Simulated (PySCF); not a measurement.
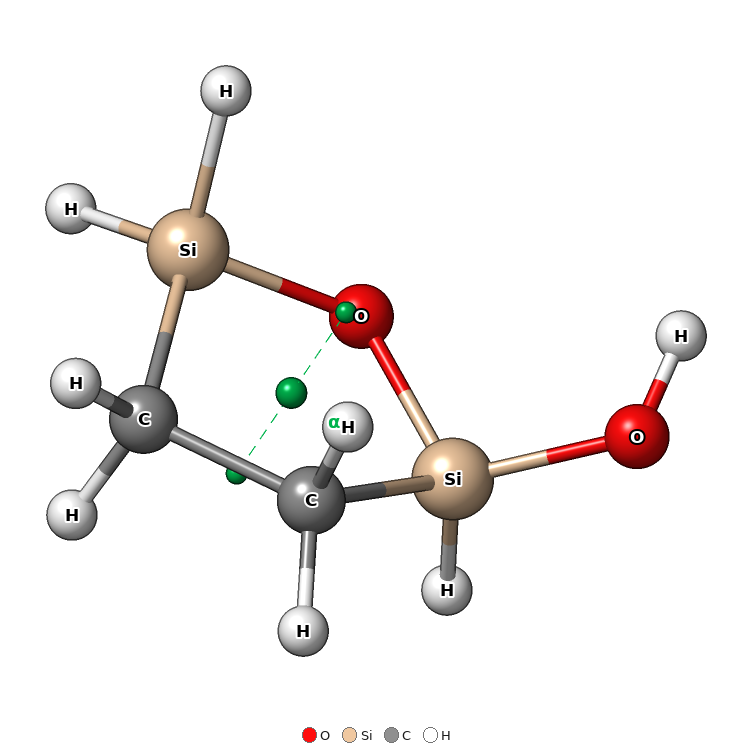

The small points mark where nucleus-independent chemical shifts (NICS) were computed: at the centre of each lettered ring and 1 Å above and below it. Geometry: a frame of a GFN2-xTB molecular-dynamics simulation, not a minimum. Properties computed with GIAO PBE0/pcSseg-1 NMR shielding, non-relativistic, gas phase (PySCF 2.14.0).

Give NICS(0), NICS(1) and the out-of-plane component NICS(1)zz for each ring (means of the two sides).

```tsv
ring	members	NICS(0)	NICS(1)	NICS(1)zz
α	C2OSi2	−4.6	−2.8	−1.6
```

Values in ppm.

What do the values say about the ring currents?

Answer. Ring α: weak, as in a non-aromatic ring. NICS is one index among several.
